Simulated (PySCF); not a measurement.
**Run report: CoH$_{4}$ (charge −1), single-point calculation**

CoH$_{4}$, charge −1, multiplicity 3, computed with UKS-based PBE0, Co def2-TZVPD, H def2-TZVPD; non-relativistic Hamiltonian; density fitting (PySCF 2.14.0).

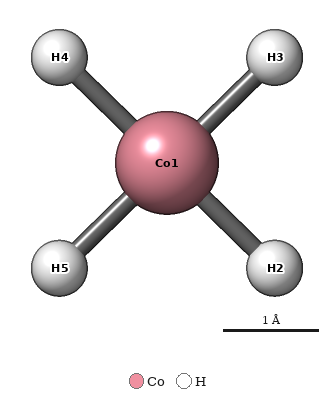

**Figure 1.** The input geometry (ball-and-stick view, seen on its broad side; atoms are numbered from 1 in the order of the input). Sticks mark near contacts.

**Input file**
```python
from pyscf import gto, scf, dft
mol = gto.M(atom='''
Co    -0.000000     0.000000     0.000000
H      1.586145     0.016426    -0.000000
H      0.016426     1.586145    -0.000000
H     -1.586145    -0.016426     0.000000
H     -0.016426    -1.586145     0.000000''',
    basis={'Co': 'def2-TZVPD', 'H': 'def2-TZVPD'},
    charge=-1, spin=2)
mf = dft.UKS(mol, xc='PBE0')
mf.grids.atom_grid = (50, 194)
aux = {'Co': 'def2-universal-JKFIT', 'H': 'def2-universal-JKFIT'}
mf = mf.density_fit(auxbasis=aux)
mf.conv_tol = 1e-08
mf.diis_space = 10
mf.max_cycle = 60
mf.init_guess = 'minao'
mf.verbose = 4
mf.kernel()
```

The script is an equivalent of the set-up of the self-consistent field. The run itself was carried out by a driver, which started from the orbitals of the step before it where there was one and computed the further properties.

Launched with:
```bash
OMP_NUM_THREADS=2 python axn.py task.json out
```

**What the program printed**
```
init E= -1383.67466817247
  alpha nocc = 17  HOMO = 0.0719540142136377  LUMO = 0.0986935950312882
  beta  nocc = 15  HOMO = 0.06238617963976  LUMO = 0.071746451850552
cycle= 1 E= -1366.30343856211  delta_E= 17.4  |g|= 5.27  |ddm|= 28.5
  alpha nocc = 17  HOMO = -2.10655807167101  LUMO = -2.06776577443615
  beta  nocc = 15  HOMO = -2.482782827297  LUMO = -2.10440546296468
  HOMO = -2.10655807167  LUMO = -2.10440546296  gap/eV = 0.05858
cycle= 2 E= -1353.82154479042  delta_E= 12.5  |g|= 10.7  |ddm|= 29.4
  alpha nocc = 17  HOMO = -0.944071983313936  LUMO = -0.725234370378129
  beta  nocc = 15  HOMO = -1.18242419858099  LUMO = -0.899112494767113
  HOMO = -0.944071983314  LUMO = -0.899112494767  gap/eV = 1.22341
cycle= 3 E= -1371.74113419852  delta_E= -17.9  |g|= 7.48  |ddm|= 7.06
  alpha nocc = 17  HOMO = -0.617753784760956  LUMO = -0.309373300748137
  beta  nocc = 15  HOMO = -0.752051322472017  LUMO = -0.515821824661473
  HOMO = -0.617753784761  LUMO = -0.515821824661  gap/eV = 2.77371
cycle= 4 E= -1374.36878059493  delta_E= -2.63  |g|= 6.89  |ddm|= 3.53
  alpha nocc = 17  HOMO = -0.627114010382664  LUMO = -0.322221881355296
  beta  nocc = 15  HOMO = -0.768984160857352  LUMO = -0.528848778192632
  HOMO = -0.627114010383  LUMO = -0.528848778193  gap/eV = 2.67393
cycle= 5 E= -1374.74380980007  delta_E= -0.375  |g|= 6.72  |ddm|= 0.136
  alpha nocc = 17  HOMO = -0.26064840910861  LUMO = 0.0572537078608724
  beta  nocc = 15  HOMO = -0.23217885440187  LUMO = -0.118405035570446
  HOMO = -0.232178854402  LUMO = -0.11840503557  gap/eV = 3.09594
cycle= 6 E= -1382.87760094658  delta_E= -8.13  |g|= 2.81  |ddm|= 4.27
  alpha nocc = 17  HOMO = -0.20168691037837  LUMO = 0.0865665421069579
  beta  nocc = 15  HOMO = -0.214262798691923  LUMO = -0.0875052865440142
  HOMO = -0.201686910378  LUMO = -0.087505286544  gap/eV = 3.10704
cycle= 7 E= -1382.9168239026  delta_E= -0.0392  |g|= 2.81  |ddm|= 0.23
  alpha nocc = 17  HOMO = -0.209275550587674  LUMO = 0.0767775917748894
  beta  nocc = 15  HOMO = -0.224437071032357  LUMO = -0.0979400137616439
  HOMO = -0.209275550588  LUMO = -0.0979400137616  gap/eV = 3.02959
cycle= 8 E= -1382.91238981746  delta_E= 0.00443  |g|=  2.8  |ddm|= 0.0296
  alpha nocc = 17  HOMO = -0.146439598017211  LUMO = 0.11203821763904
  beta  nocc = 15  HOMO = -0.146610945666786  LUMO = -0.0649126727780377
  HOMO = -0.146439598017  LUMO = -0.064912672778  gap/eV = 2.21846
cycle= 9 E= -1383.68158133793  delta_E= -0.769  |g|= 2.09  |ddm|= 0.318
  alpha nocc = 17  HOMO = 0.050655171537306  LUMO = 0.172322316745098
  beta  nocc = 15  HOMO = 0.0291299060585208  LUMO = 0.0348957367614483
cycle= 10 E= -1384.57327094801  delta_E= -0.892  |g|= 0.634  |ddm|= 0.783
  alpha nocc = 17  HOMO = 0.0853918079626297  LUMO = 0.161949947958805
cycle= 11 E= -1384.15994745617  delta_E= 0.413  |g|= 1.59  |ddm|= 1.48
  alpha nocc = 17  HOMO = 0.0846223596202353  LUMO = 0.162858704729023
  beta  nocc = 15  HOMO = 0.043111537595987  LUMO = 0.0493702934863354
cycle= 12 E= -1384.16975724022  delta_E= -0.00981  |g|= 1.58  |ddm|= 0.0666
  alpha nocc = 17  HOMO = 0.0837229550464844  LUMO = 0.16284840701895
  beta  nocc = 15  HOMO = 0.0417579628337753  LUMO = 0.0478065428689902
cycle= 13 E= -1384.18281466208  delta_E= -0.0131  |g|= 1.57  |ddm|= 0.0253
  alpha nocc = 17  HOMO = 0.111525273050183  LUMO = 0.165827634284391
  beta  nocc = 15  HOMO = 0.0497984542536089  LUMO = 0.0569295548971417
cycle= 14 E= -1383.91441371624  delta_E= 0.268  |g|= 1.84  |ddm|= 1.68
  alpha nocc = 17  HOMO = 0.104350747917478  LUMO = 0.16570232544745
  beta  nocc = 15  HOMO = 0.0476315035976501  LUMO = 0.0586539636552658
cycle= 15 E= -1384.02135781782  delta_E= -0.107  |g|= 1.73  |ddm|= 0.559
  alpha nocc = 17  HOMO = 0.111341736031532  LUMO = 0.167144958924165
  beta  nocc = 15  HOMO = 0.0511079780824573  LUMO = 0.0601588049239022
cycle= 16 E= -1383.94314251921  delta_E= 0.0782  |g|= 1.81  |ddm|= 0.44
  alpha nocc = 17  HOMO = 0.107541107271895  LUMO = 0.165888680998589
  beta  nocc = 15  HOMO = 0.0491795217699727  LUMO = 0.0532281397107214
cycle= 17 E= -1383.98029340373  delta_E= -0.0372  |g|= 1.77  |ddm|= 0.176
  alpha nocc = 17  HOMO = 0.102877321241736  LUMO = 0.164945082588788
  beta  nocc = 15  HOMO = 0.0455030741418316  LUMO = 0.0500221273312045
cycle= 18 E= -1384.5077867467  delta_E= -0.527  |g|= 1.01  |ddm|= 0.967
  alpha nocc = 17  HOMO = 0.0747250825006551  LUMO = 0.16287029474049
  beta  nocc = 15  HOMO = 0.0227754684637023  LUMO = 0.0431751034452361
cycle= 19 E= -1384.66625202436  delta_E= -0.158  |g|= 0.653  |ddm|= 1.19
  alpha nocc = 17  HOMO = 0.0353208076730329  LUMO = 0.167431391661119
  beta  nocc = 15  HOMO = 0.0248470977134954  LUMO = 0.0389043633867026
  HOMO = 0.035320807673  LUMO = 0.0389043633867  gap/eV = 0.09751
cycle= 20 E= -1384.76933862331  delta_E= -0.103  |g|= 0.245  |ddm|= 0.802
  alpha nocc = 17  HOMO = 0.0132566491392927  LUMO = 0.199989725175975
  beta  nocc = 15  HOMO = 0.0101138239509115  LUMO = 0.0302598711079449
  HOMO = 0.0132566491393  LUMO = 0.0302598711079  gap/eV = 0.46268
cycle= 21 E= -1384.78535773157  delta_E= -0.016  |g|= 0.0853  |ddm|= 0.212
  alpha nocc = 17  HOMO = -0.00324500841876674  LUMO = 0.197281779699867
  beta  nocc = 15  HOMO = 0.00286199720409021  LUMO = 0.0217608445985418
  HOMO = 0.00286199720409  LUMO = 0.0217608445985  gap/eV = 0.51426
cycle= 22 E= -1384.78790425526  delta_E= -0.00255  |g|= 0.0347  |ddm|= 0.109
  alpha nocc = 17  HOMO = -0.0103728903317641  LUMO = 0.192579519791576
  beta  nocc = 15  HOMO = 0.00773596603880655  LUMO = 0.0184227872269407
  HOMO = 0.00773596603881  LUMO = 0.0184227872269  gap/eV = 0.29080
cycle= 23 E= -1384.78831410556  delta_E= -0.00041  |g|= 0.0126  |ddm|= 0.0505
  alpha nocc = 17  HOMO = -0.0133020712779013  LUMO = 0.190683892616685
  beta  nocc = 15  HOMO = 0.00881813203524207  LUMO = 0.0170133546171565
  HOMO = 0.00881813203524  LUMO = 0.0170133546172  gap/eV = 0.22300
cycle= 24 E= -1384.78836224014  delta_E= -4.81e-05  |g|= 0.000901  |ddm|= 0.0159
  alpha nocc = 17  HOMO = -0.01314282833017  LUMO = 0.190721915283786
  beta  nocc = 15  HOMO = 0.00897249728157945  LUMO = 0.017026764878123
  HOMO = 0.00897249728158  LUMO = 0.0170267648781  gap/eV = 0.21917
cycle= 25 E= -1384.78836273671  delta_E= -4.97e-07  |g|= 0.000117  |ddm|= 0.00152
  alpha nocc = 17  HOMO = -0.0131108337938102  LUMO = 0.190727589187294
  beta  nocc = 15  HOMO = 0.00897542484658587  LUMO = 0.0170417376368137
  HOMO = 0.00897542484659  LUMO = 0.0170417376368  gap/eV = 0.21950
cycle= 26 E= -1384.78836332159  delta_E= -5.85e-07  |g|= 0.000279  |ddm|= 0.00179
  alpha nocc = 17  HOMO = -0.013114413398001  LUMO = 0.190727223094962
  beta  nocc = 15  HOMO = 0.00897932048257566  LUMO = 0.0170398113178187
  HOMO = 0.00897932048258  LUMO = 0.0170398113178  gap/eV = 0.21934
cycle= 27 E= -1384.78836307483  delta_E= 2.47e-07  |g|= 0.000214  |ddm|= 0.000498
  alpha nocc = 17  HOMO = -0.0131296146480206  LUMO = 0.190714238759039
  beta  nocc = 15  HOMO = 0.00898755617196212  LUMO = 0.0170454904742687
  HOMO = 0.00898755617196  LUMO = 0.0170454904743  gap/eV = 0.21927
cycle= 28 E= -1384.78836279308  delta_E= 2.82e-07  |g|= 2.13e-05  |ddm|= 0.00141
  alpha nocc = 17  HOMO = -0.013130997143266  LUMO = 0.190712463656711
  beta  nocc = 15  HOMO = 0.00898851933296552  LUMO = 0.0170480617282376
  HOMO = 0.00898851933297  LUMO = 0.0170480617282  gap/eV = 0.21931
cycle= 29 E= -1384.7883628391  delta_E= -4.6e-08  |g|= 7.25e-05  |ddm|= 0.000431
  alpha nocc = 17  HOMO = -0.0131321970561116  LUMO = 0.19071101120839
  beta  nocc = 15  HOMO = 0.00898777837312981  LUMO = 0.0170482690428857
  HOMO = 0.00898777837313  LUMO = 0.0170482690429  gap/eV = 0.21934
cycle= 30 E= -1384.788362792  delta_E= 4.71e-08  |g|= 1.18e-05  |ddm|= 0.000505
  alpha nocc = 17  HOMO = -0.0131297745370365  LUMO = 0.190712262853679
  beta  nocc = 15  HOMO = 0.00898892414015329  LUMO = 0.0170502266371093
  HOMO = 0.00898892414015  LUMO = 0.0170502266371  gap/eV = 0.21936
cycle= 31 E= -1384.78836279192  delta_E= 7.48e-11  |g|= 4.19e-06  |ddm|= 5.06e-05
  alpha nocc = 17  HOMO = -0.0131306028101923  LUMO = 0.190711612075311
  beta  nocc = 15  HOMO = 0.00898815305520628  LUMO = 0.0170500883441926
  HOMO = 0.00898815305521  LUMO = 0.0170500883442  gap/eV = 0.21938
```

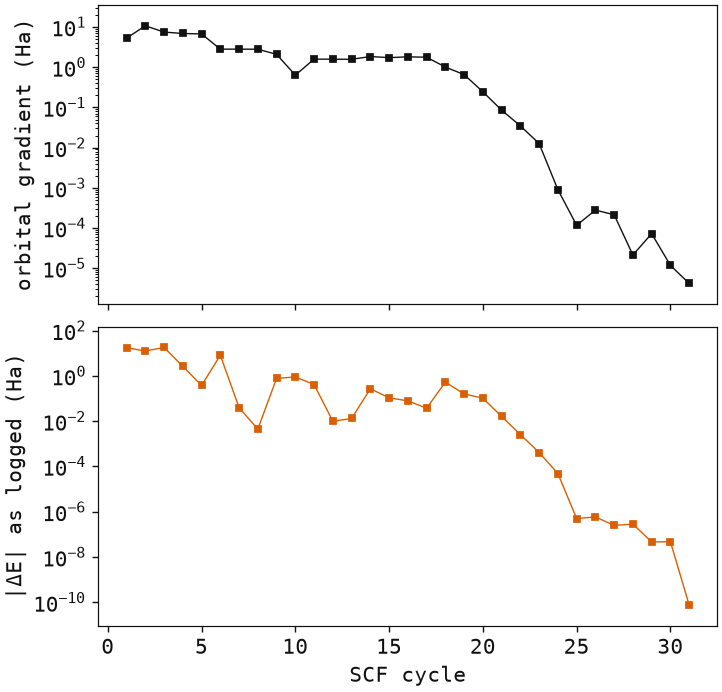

**Figure 2.** Convergence of the self-consistent field: orbital gradient and size of the energy change against the SCF cycle. The residual lingers near 1.5 from about step 9 to 19 before it falls again.

```
Extra cycle  E= -1384.78836279941  delta_E= -7.49e-09  |g|= 2.9e-05  |ddm|= 0.000199
converged SCF energy = -1384.78836279941  <S^2> = 2.0139206  2S+1 = 3.0092661
```

**Summary**

```tsv
quantity	value
outcome	converged
SCF energy	−1384.788363 hartree
hardware	2 threads of Arm Neoverse N1, 98 GiB of memory available, shared host
wall time	35 s (CPU time 60 s)
peak memory	0.58 GiB
```
